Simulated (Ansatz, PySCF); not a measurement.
Dissociation curve of AsH, triplet.

- UMP2/6-31G* = unrestricted MP2 (frozen core)/6-31G*, spherical d (PySCF 2.14.0)
- UKS-PBE = unrestricted PBE/def2-TZVP (Ansatz, a quantum-chemistry and plane-wave program)
- UHF/6-31G* = unrestricted Hartree-Fock/6-31G*, spherical d in PySCF

Energies are in kJ/mol, each relative to the lowest point of its own curve near equilibrium.

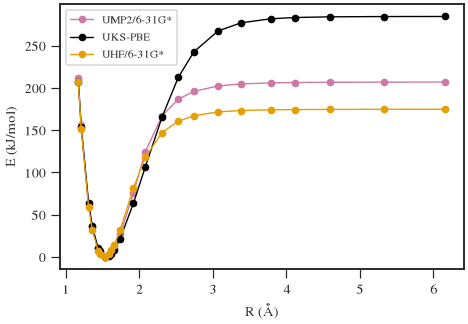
Figure. Energy against bond length for each method.

| R / Å | UMP2/6-31G* | UKS-PBE | UHF/6-31G* |
|---|---|---|---|
| 1.17 | 211.2 | 207.5 | 206.5 |
| 1.21 | 155.7 | 153.7 | 151.1 |
| 1.31 | 62.6 | 63.3 | 58.8 |
| 1.36 | 34.8 | 36.0 | 31.6 |
| 1.44 | 9.0 | 10.1 | 7.1 |
| 1.46 | 5.4 | 6.4 | 3.9 |
| 1.53 | 0.0 | 0.0 | 0.0 |
| 1.59 | 2.4 | 1.2 | 3.8 |
| 1.62 | 5.5 | 3.5 | 7.7 |
| 1.66 | 11.1 | 8.2 | 14.4 |
| 1.74 | 26.7 | 21.6 | 32.1 |
| 1.92 | 75.5 | 63.5 | 81.4 |
| 2.08 | 124.2 | 106.2 | 117.8 |
| 2.31 | 167.0 | 165.7 | 147.1 |
| 2.53 | 186.5 | 212.4 | 160.5 |
| 2.74 | 195.8 | 242.5 | 166.9 |
| 3.07 | 202.2 | 267.2 | 171.5 |
| 3.38 | 204.6 | 276.9 | 173.2 |
| 3.79 | 205.9 | 281.8 | 174.0 |
| 4.12 | 206.3 | 283.2 | 174.3 |
| 4.59 | 206.6 | 284.1 | 174.5 |
| 5.33 | 206.8 | 284.4 | 174.6 |
| 6.16 | 206.8 | 284.5 | 174.7 |

At the longest distance, 6.16 Å, UKS-PBE lies highest above its minimum (284.5 kJ/mol) and UHF/6-31G* lowest (174.7 kJ/mol).

The unrestricted determinant behind UMP2/6-31G*, UHF/6-31G* is spin-contaminated at 1.92 to 6.16 Å (<S²> up to 3.0, against 2.00 for a pure triplet). The unrestricted determinant behind UKS-PBE is spin-contaminated at 2.53 to 6.16 Å (<S²> up to 3.0, against 2.00 for a pure triplet).
